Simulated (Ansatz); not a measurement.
A series of calculations on C$_{2}$H$_{5}$NSSi

Part 1: Relaxation

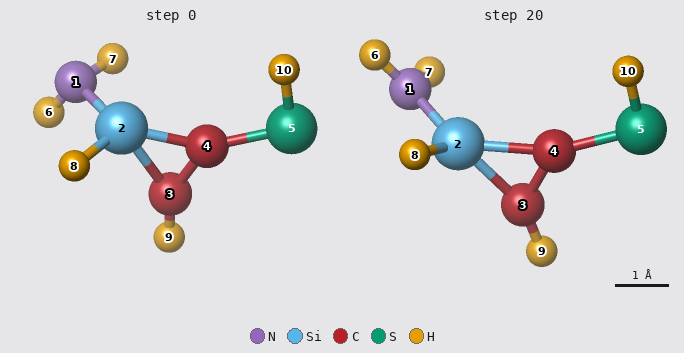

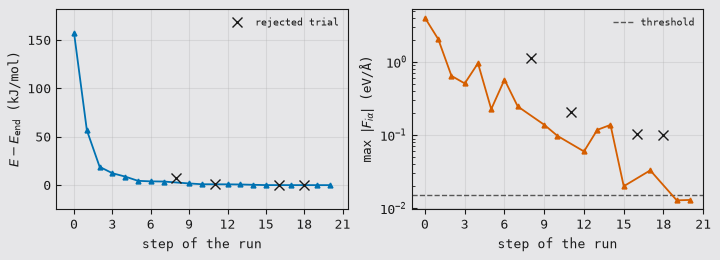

First and last geometry of a relaxation of C₂H₅NSSi, with the history of the run. The picture is a ball-and-stick view, seen at a tilt.

The run prepares an end point of a later path (inversion) calculation, from a guessed geometry.

Theory: RKS PBE-D4/def2-SVP in Ansatz. Set-up: no spin polarisation; force threshold 0.015 eV/Å; at most 40 steps.

**Did the run converge, and what did it change?**

It converged. After 16 accepted moves (20 points after the start) the energy has fallen by 157.3 kJ/mol. Largest force component: 4 eV/Å at the start, 0.013 eV/Å at the end. The line search rejected the trial steps at points 8, 11, 16, 18 of the run. The largest move after the best rigid fit is that of H6, 1.37 Å. By element the largest moves are H 1.37 Å, Si 0.46 Å, N 0.32 Å, C 0.29 Å, S 0.22 Å. Some distances before and after: Si2–C4 1.689 → 1.843 Å, C4–S5 1.658 → 1.742 Å, C3–H9 1.028 → 1.103 Å, N1–Si2 1.670 → 1.728 Å. Bond angles that change, for instance: C3–Si2–H8 107.4° → 124.8°, N1–Si2–C3 107.0° → 123.4°, C4–C3–H9 149.6° → 134.7°. The run took 43 s on 2 threads of Arm Neoverse V1 (shared host), peak memory 0.15 GiB.

Part 2: Relaxation

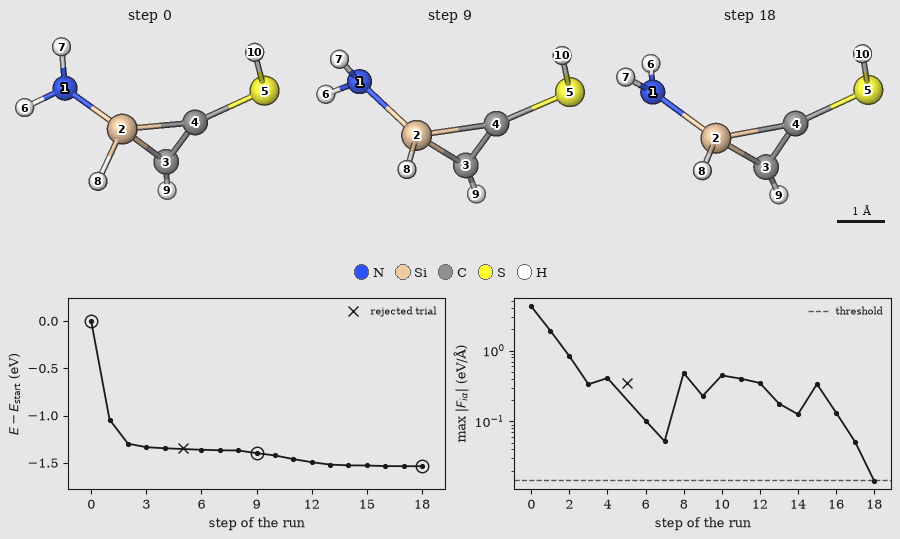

Frames of a relaxation of C$_{2}$H$_{5}$NSSi, marked on the history of the run. The picture is a ball-and-stick view, seen at a tilt.

The run prepares an end point of a later path (inversion) calculation, from a guessed geometry.

All numbers below come from Ansatz 0.2.0, RKS PBE-D4/def2-SVP. Settings: no spin polarisation; force threshold 0.015 eV/Å; at most 40 steps.

Describe the path.

Answer. The energy falls by 1.536 eV in 17 accepted moves (18 points after the start). Largest force component: 4.2 eV/Å at the start, 0.014 eV/Å at the end. The line search rejected the trial step at point 5 of the run. The atom that moves furthest after the best rigid fit is H6 (1.31 Å). By element the largest moves are H 1.31 Å, N 0.39 Å, Si 0.26 Å, S 0.16 Å, C 0.11 Å. Near-neighbour distances that change, for instance: Si2–C4 1.689 → 1.843 Å, C4–S5 1.658 → 1.743 Å, C3–H9 1.028 → 1.102 Å, N1–Si2 1.670 → 1.728 Å. Bond angles that change, for instance: C3–Si2–H8 107.4° → 125.0°, N1–Si2–C3 107.0° → 123.4°, C4–C3–H9 149.6° → 134.6°. Cost: 39 s on 2 threads of Arm Neoverse V1 (shared host), peak memory 0.15 GiB. From step 0 to 9: H atoms move most (0.70 Å), energy −1.397 eV. From step 9 to 18: H6 moves most (0.84 Å), energy −0.138 eV.

```csv
step,"E − E(0), eV","largest force component, eV/Å",note
0,0.0000,4.2092,
1,-1.0427,1.9139,
2,-1.2970,0.8346,
3,-1.3344,0.3340,
4,-1.3458,0.4082,
5,-1.3416,0.3517,rejected
6,-1.3616,0.1022,
7,-1.3671,0.0522,
8,-1.3691,0.4830,
9,-1.3973,0.2284,
10,-1.4218,0.4450,
11,-1.4601,0.4006,
12,-1.4933,0.3485,
13,-1.5183,0.1784,
14,-1.5267,0.1256,
15,-1.5280,0.3360,
16,-1.5342,0.1329,
17,-1.5353,0.0513,
18,-1.5357,0.0144,
```

Part 3: Path

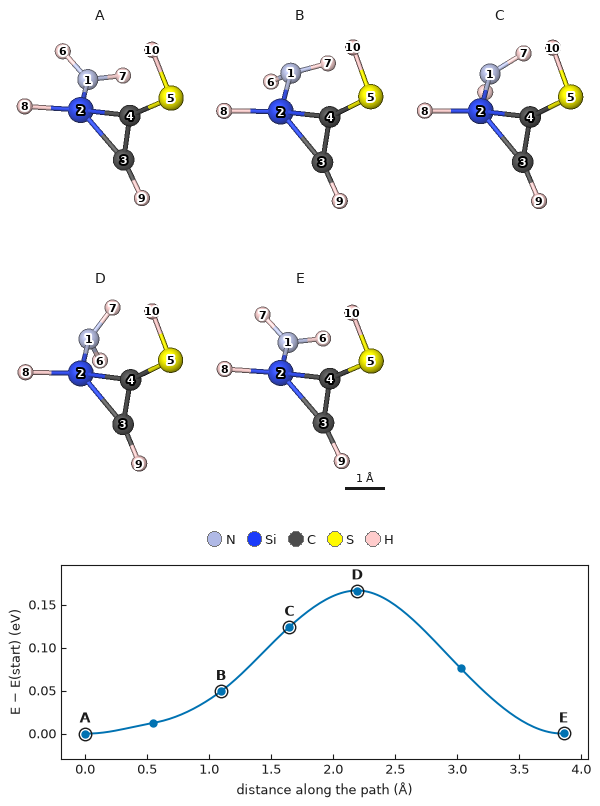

A search for the minimum-energy path of C$_{2}$H$_{5}$NSSi by the nudged elastic band. Images are numbered from 0 (start) to 6 (end). Frames A to E are images 0, 2, 3, 4, 6. A ball-and-stick model, seen from a free direction.

Computed with RKS PBE-D4/def2-SVP in Ansatz 0.2.0. Set-up: 5 movable images; climbing image; force threshold 0.03 eV/Å; iteration limit 60; starting path through a guess of the saddle point.

Read off the barrier and say what moves.

Answer. The motion is an umbrella inversion at N1. No bond forms or breaks between the ends. Among the angles between lasting bonds that change up to the highest image: Si2–N1–H7 121.6° → 115.7°, Si2–N1–H6 120.5° → 115.5°. The two ends have the same energy, and the highest point, image 4, lies 0.166 eV above the start. The band converged in 11 iterations. The largest component of the band force went from 38 to 0.011 eV/Å. The climbing image converged on the top of the path. Its vibrational analysis gives one imaginary mode (260i cm⁻¹), as a transition state must have.

Cost: 100 s on 2 threads of Arm Neoverse V1 (shared host), peak memory 0.14 GiB.
